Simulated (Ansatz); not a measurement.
The parent structure is KBr in the rock salt structure (space group Fm-3m, No. 225; a = 6.705 Å).

Structures relaxed with Kohn–Sham DFT with the PBE functional, run in Ansatz (a first-principles code) with PAW and 420 eV plane waves, spin-orbit coupling left out.

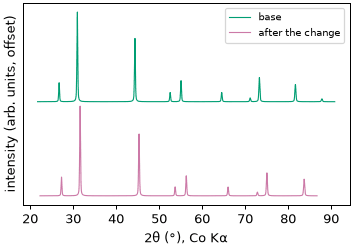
Simulated powder patterns before (top) and after one change

### Question
What was done to the base?
A) isotropic strain +2.50 %
B) isotropic strain −2.50 %
C) isotropic strain −0.50 %
D) isotropic strain −2.00 %

### Answer
D, isotropic strain −2.00 %. Its volume per atom is 35.47 Å³ against 37.69 Å³, and its space group is Fm-3m (No. 225).

Whether these cells are dynamically stable was not tested.
